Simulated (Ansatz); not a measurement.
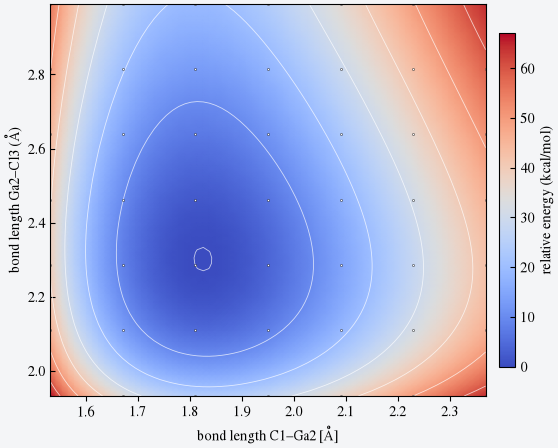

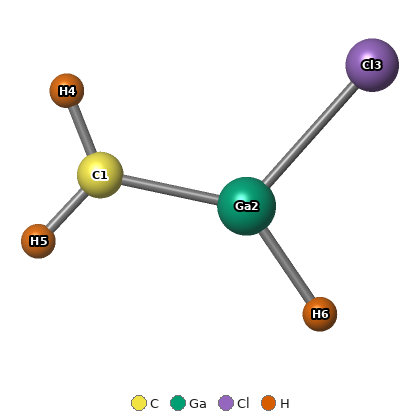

Energy landscape of CH3ClGa, SMILES [CH2-][GaH][Cl], charge −1. The first coordinate is: bond length C1–Ga2; the second: bond length Ga2–Cl3. Nothing is relaxed (all other coordinates rigid). The grid has 7 × 7 points. Points are written as (first, second). Energies: kcal/mol, counted from the lowest grid point. Method: RKS PBE0-D4/def2-SVPD in Ansatz.

Drawn: a smooth colour map with a few white contour lines, dots at the grid points. Between grid points the surface is interpolated. The second picture is the structure at the lowest point.

> What does the map say about the system?

The lowest grid point is at (1.81 Å, 2.285 Å). It is the only kind of minimum in the scanned range. The highest grid point, (1.53 Å, 1.932 Å), lies 67.0 kcal/mol above the lowest. Round the minimum the two coordinates are nearly uncoupled.

The values on the grid:

| bond length Ga2–Cl3 ↓, bond length C1–Ga2 → | 1.53 | 1.67 | 1.81 | 1.95 | 2.09 | 2.23 | 2.37 |
| --- | --- | --- | --- | --- | --- | --- | --- |
| 2.991 | 55.9 | 26.3 | 19.1 | 24.1 | 35.4 | 49.6 | 64.6 |
| 2.814 | 50.5 | 20.5 | 13.0 | 17.8 | 29.0 | 43.1 | 58.0 |
| 2.638 | 45.2 | 14.8 | 7.0 | 11.6 | 22.5 | 36.5 | 51.3 |
| 2.462 | 41.0 | 10.1 | 2.0 | 6.3 | 17.0 | 30.8 | 45.5 |
| 2.285 | 40.0 | 8.6 | 0.0 | 3.9 | 14.4 | 28.0 | 42.5 |
| 2.109 | 46.1 | 14.0 | 4.9 | 8.4 | 18.5 | 31.9 | 46.3 |
| 1.932 | 67.0 | 34.1 | 24.3 | 27.3 | 37.0 | 50.0 | 64.2 |

Each point was launched as `ansatz run input.yaml --threads 1 --pin off --max-ram 2560MiB --backend cpu --events-out ev --progress --plain --runs-dir out`. Time for the 49 points that were run: 9 min on 1 thread of Intel(R) Xeon(R) Platinum 8259CL CPU @ 2.50GHz (Skylake/Cascade Lake) (shared host).
